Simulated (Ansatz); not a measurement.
## Amorphous C60B6

The cell was made by melting and quenching with the CHGNet potential and then relaxed with DFT. It is the lowest in DFT energy of 2 quenches. It is a model cell: composition and starting density were chosen by hand, and all elements were melted together. No dispersion term was used.

These are PBE, scalar-relativistic without spin-orbit coupling (plane waves to 420 eV, PAW; Ansatz, a first-principles code) values and carry that method's errors. Geometry, pressure, stress and energy are those of the PBE run. Its sampling: a 2×2×2 Γ-centred mesh; Fermi-Dirac width 0.05 eV; no spin polarisation. The levels at the Fermi energy are partly filled. A closed spacing in one fast-quenched cell at PBE doesn't show the material to be a metal.

| Item | Result |
|---|---|
| Number of atoms in the cell | 66 |
| Density (held, not predicted) | 2.41 g/cm³ |
| Volume per atom | 8.19 Å^3 |
| Pressure on a 2×2×2 Γ-centred mesh | 3.03 GPa |
| Largest force and stress component on that mesh (the relaxation ran on one k-point at (1/4, 1/4, 1/4)) | 0.29 eV/Å and 7.5 GPa |
| Gap on a 2×2×2 Γ-centred mesh (PBE) | within the smearing (under twice its width) |

Cut-offs for bonds: C-C 1.80 Å, C-B 1.90 Å, B-B 2.02 Å.

* **Mean coordination of C**: 3.22 (47 with 3, 13 with 4)
* **Mean coordination of B**: 3.17 (5 with 3, 1 with 4)
* **Mean C-C bond**: 1.470 Å (spread 0.074 Å, 87 counted)
* **Mean C-B bond**: 1.597 Å (spread 0.076 Å, 19 counted)

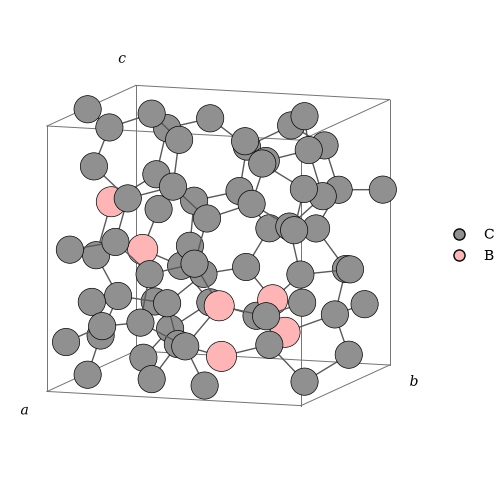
Figure. The relaxed cell

Its density started from a set value of 2.41 g/cm³. The simulated quench (nominally 790 K/ps over its main leg) is rapid and tends to freeze in more defects than a deposited or slowly cooled glass has. Values belong to this one cell and scatter from quench to quench. The volume was held where the preparation left it, at a PBE pressure of 3.0 GPa. Stress components on the final sampling reach 7.5 GPa. On a 2×2×2 Γ-centred mesh force components of up to 0.29 eV/Å stay, since the relaxation ran on one k-point at (1/4, 1/4, 1/4).
